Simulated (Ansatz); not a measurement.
# C₂H₈Al₂Br₂: basis-set convergence

How large a basis does C₂H₈Al₂Br₂ need? Two functionals are run in growing sets.

Computed with Ansatz 0.2.0, Gaussian basis. Level: one geometry, several basis sets.

Plan: PBE0-D4/def2-SVP; ωB97M-V/def2-SVP; PBE0-D4/def2-QZVPP; ωB97M-V/def2-QZVPP; the functionals' def2-TZVPP values are taken from earlier runs.

## (1) The geometry

The geometry comes from an earlier relaxation with PBE0-D4 in a triple-zeta def2 set; it is a stationary point, not always the lowest conformer.

SMILES `[CH3][Al@H-]1[Br+][Al@@H-]([CH3])[Br+]1`, 14 atoms, charge 0, spin multiplicity 1.

Atoms are counted from 1 here; the program's logs count them from 0.

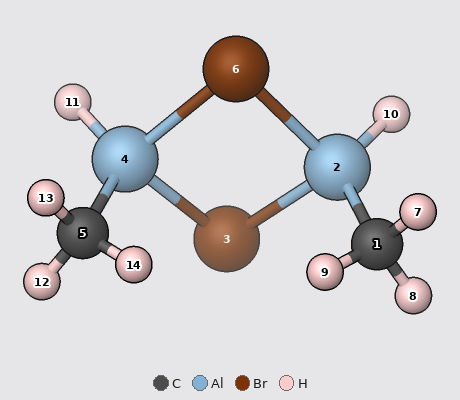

The geometry (carbon dark grey, aluminium light blue, bromine brown, hydrogen pink); atoms are numbered from 1 in the order of the file.

As a file:

```xyz
14
charge 0, multiplicity 1
C     1.5767    0.3496    1.8943
Al   -0.3197    0.7463    1.7759
Br   -0.7209    2.0117   -0.3097
Al   -1.4769   -0.1371   -1.2701
C    -0.0280   -0.8750   -2.3302
Br   -1.4836   -1.2641    0.9304
H     1.7789   -0.3544    2.7072
H     2.1541    1.2574    2.0942
H     1.9574   -0.0908    0.9692
H    -1.2459    1.3809    2.8827
H    -2.9839    0.0539   -1.6919
H     0.1294   -0.2871   -3.2396
H    -0.2512   -1.9015   -2.6369
H     0.9136   -0.8899   -1.7756
```

## (2) PBE0-D4 in def2-SVP

in.yaml reads:

```yaml
crystal:
  periodic: [false, false, false]
  atoms:
    - {symbol: C, position_ang: [1.576712, 0.349628, 1.894259]}
    - {symbol: Al, position_ang: [-0.319658, 0.746341, 1.775933]}
    - {symbol: Br, position_ang: [-0.720860, 2.011729, -0.309662]}
    - {symbol: Al, position_ang: [-1.476893, -0.137128, -1.270089]}
    - {symbol: C, position_ang: [-0.028026, -0.875002, -2.330242]}
    - {symbol: Br, position_ang: [-1.483638, -1.264127, 0.930358]}
    - {symbol: H, position_ang: [1.778927, -0.354393, 2.707246]}
    - {symbol: H, position_ang: [2.154105, 1.257433, 2.094197]}
    - {symbol: H, position_ang: [1.957394, -0.090799, 0.969219]}
    - {symbol: H, position_ang: [-1.245909, 1.380888, 2.882723]}
    - {symbol: H, position_ang: [-2.983936, 0.053856, -1.691892]}
    - {symbol: H, position_ang: [0.129363, -0.287076, -3.239634]}
    - {symbol: H, position_ang: [-0.251236, -1.901484, -2.636854]}
    - {symbol: H, position_ang: [0.913614, -0.889856, -1.775563]}
basis:
  gaussian: {orbitals: def2-SVP}
hamiltonian: {xc: pbe0, dispersion: d4}
output: {orbitals: {seedname: orbitals}}
```

Run with:

```console
$ ansatz run in.yaml --threads 4 --pin off --events-out ev --progress --plain --max-ram 11315MiB
```

After this run come: ωB97M-V in def2-SVP; PBE0-D4 in def2-QZVPP; ωB97M-V in def2-QZVPP.

Q: Predict the results of all the runs planned. Wanted: PBE0-D4: double and triple zeta above quadruple; ωB97M-V: double and triple zeta above quadruple.

As calculated:

```
                                       quantity           value
PBE0-D4: double and triple zeta above quadruple  27.45, 3.40 eV
ωB97M-V: double and triple zeta above quadruple  27.39, 3.28 eV
```

What this shows: PBE0-D4 gains 24.05 eV from double to triple zeta, then 3.40 eV more. These are total energies; as a rule much of such shifts cancels in differences, which this series doesn't test. The LUMO of ωB97M-V is positive and keeps falling with the basis (1.32 to 0.82 eV): an unbound level that the basis holds in place.
